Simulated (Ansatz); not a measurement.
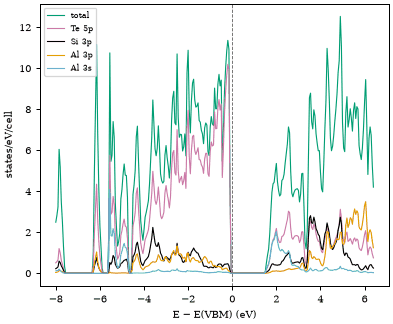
Figure. Total and projected density of states of AlSiTe3 in space group P-31m (No. 162; Al on 2d, Si on 2e, Te on 6k), the program Ansatz at the r²SCAN+D4 level (PAW)

Which orbitals carry the states next to the gap?

Top 1 eV of the valence band: Te 5p 88 %. Bottom 1 eV of the conduction band: Te 5p 39 %, Al 3s 31 %, Si 3p 11 %, outside the projected shells 10 %. Projections are on Löwdin-orthogonalised atomic valence shells; empty p or d shells of many metals are not among them.

The workflow started from a Materials Project entry (that database holds measured and hypothetical structures alike); the Crystallography Open Database copy checked does not list it. Whether it is the stable phase at ambient conditions was not checked. The r²SCAN+D4 relaxation kept the symmetry of its start; whether a distortion lowers the energy is not shown. Scalar-relativistic: spin–orbit coupling is off unless named, which matters more the heavier the elements.

Potentials: the later of the program's two PAW sets.
